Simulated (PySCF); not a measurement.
C5H11NSi

Input file:

```
{"job": {"kind": "nmr", "xc": "PBE0", "basis": "pcSseg-1"}, "charge": 0, "multiplicity": 1}
C     -1.792760     1.953587    -0.325869
C     -1.508987     0.678020    -0.466357
Si    -1.856861    -1.038292    -1.080636
C     -0.503110    -0.316100     0.054438
N      0.825497    -0.244938    -0.496891
C      1.544764    -1.480762    -0.284969
C      1.566165     0.897653    -0.003390
H     -1.197531     2.620272     0.284891
H     -2.639143     2.406349    -0.820870
H     -1.455656    -1.391732    -2.427741
H     -2.942675    -1.792838    -0.475667
H     -0.528568    -0.462884     1.143807
H      2.515527    -1.420457    -0.776953
H      0.976962    -2.300075    -0.725158
H      1.706016    -1.702856     0.783048
H      2.537355     0.933536    -0.497352
H      1.017648     1.804599    -0.247646
H      1.726598     0.863235     1.086899
```

Command:

```sh
OMP_NUM_THREADS=1 python probes_run.py task.json out
```

Geometry: GFN2-xTB.

These are results of PBE0/pcSseg-1, SCF density, gas phase, non-relativistic (PySCF 2.14.0), not measurements.

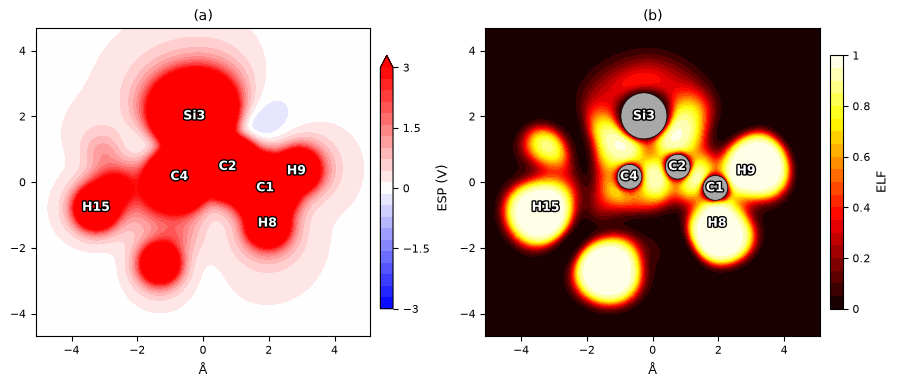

Figure 1. (a) molecular electrostatic potential; (b) electron localisation function on the plane of atoms C1, C2 and Si3. Grey discs cover the atomic cores in the ELF map.

Q: Interpret the plot.

A: The section cuts through C, Si and H sites.
C–C (1.31 Å): the ELF peaks at about 0.90 between the atoms (a multiple bond).
C–Si (1.86 Å): the ELF peaks at about 0.85 between the atoms: localised, covalent bonding.
C–H (1.08 Å): the ELF climbs to about 1 towards the hydrogen, as it does in any bond to H (an ordinary covalent bond to hydrogen).
C–C (1.51 Å): the ELF peaks at about 0.95 between the atoms; a shared electron pair.
C–Si (1.91 Å): the ELF peaks at about 0.85 between the atoms: localised, covalent bonding.
Outside the dense part of the molecule the potential is most negative (−0.4 V) near C2.

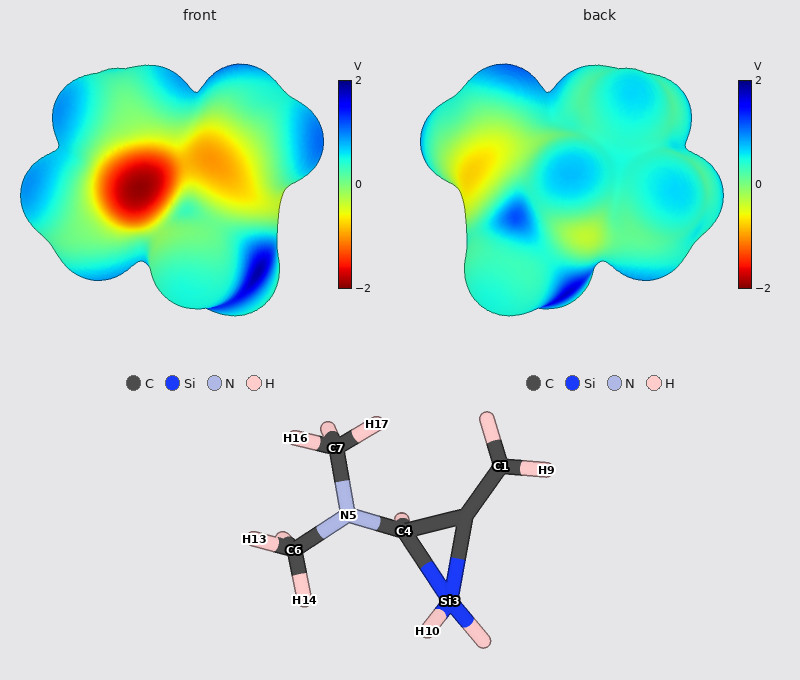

Figure 2. The molecular electrostatic potential painted on the density surface at 0.004 e/bohr³, seen from the front and from behind; the colour scale runs from red (negative) to blue (positive). The bare structure is drawn below in the same view.

Q: Describe the electrostatic potential map.

A: The most negative region (about −1.8 V, or −42 kcal/mol for a unit charge) lies over N5, the most positive (about +1.7 V, or +39 kcal/mol for a unit charge) over Si3. N5 is the likeliest acceptor of a hydrogen bond.
